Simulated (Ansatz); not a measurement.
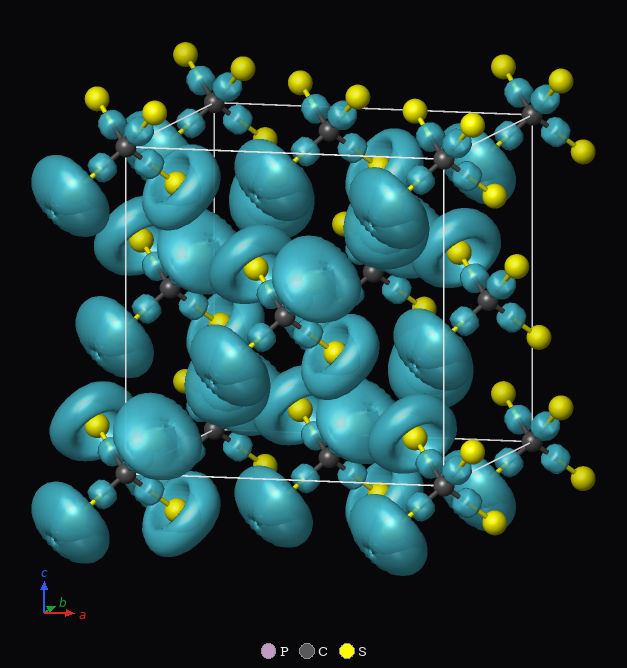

PCS4. Isosurface of the electron localisation function at 0.8 (cyan), seen slightly off an axis. Only the valence region is drawn (cores and ρ < 0.01 e/Å³ removed). Sticks mark near contacts.

Space group F-43m; a structure generated by program, which may or may not match a known phase; computed without spin polarisation.

Computed with DFT PBE+D3(BJ), scalar-relativistic, plane waves, PAW (Ansatz).

Core electrons are frozen (PAW), and the valence fields are smoothed inside the atomic spheres.

```xyz
24
Lattice="8.0901 0.0000 0.0000 0.0000 0.0000 -8.0901 0.0000 8.0901 0.0000" Properties=species:S:1:pos:R:3 pbc="T T T"
P     6.0676    2.0225   -6.0676
P     2.0225    6.0676   -6.0676
P     2.0225    2.0225   -2.0225
P     6.0676    6.0676   -2.0225
C     4.0450    0.0000   -4.0450
C     0.0000    4.0450   -4.0450
C     0.0000    0.0000    0.0000
C     4.0450    4.0450    0.0000
S     3.0308    1.0143   -5.0593
S     7.0758    5.0593   -5.0593
S     7.0758    1.0143   -1.0143
S     3.0308    5.0593   -1.0143
S     1.0143    1.0143   -7.0758
S     5.0593    5.0593   -7.0758
S     5.0593    1.0143   -3.0308
S     1.0143    5.0593   -3.0308
S     1.0143    3.0308   -5.0593
S     5.0593    7.0758   -5.0593
S     5.0593    3.0308   -1.0143
S     1.0143    7.0758   -1.0143
S     3.0308    3.0308   -7.0758
S     7.0758    7.0758   -7.0758
S     7.0758    3.0308   -3.0308
S     3.0308    7.0758   -3.0308
```

**Identify the bonds, lone pairs and shells in this picture.**

The surface consists of 16 regions between bonded C–S atoms, 16 rings or bowls of non-bonding electrons around S and four regions wrapped around P (the valence shell of each), counted in one cell of 24 atoms. Regions shared between cells count once. Along the contacts the grid gives the following. C–S (1.76 Å): the ELF peaks at about 0.90 between the atoms. P–S (3.35 Å): the ELF is about 0.15 at the midpoint; no shared electron pair shows on this line.
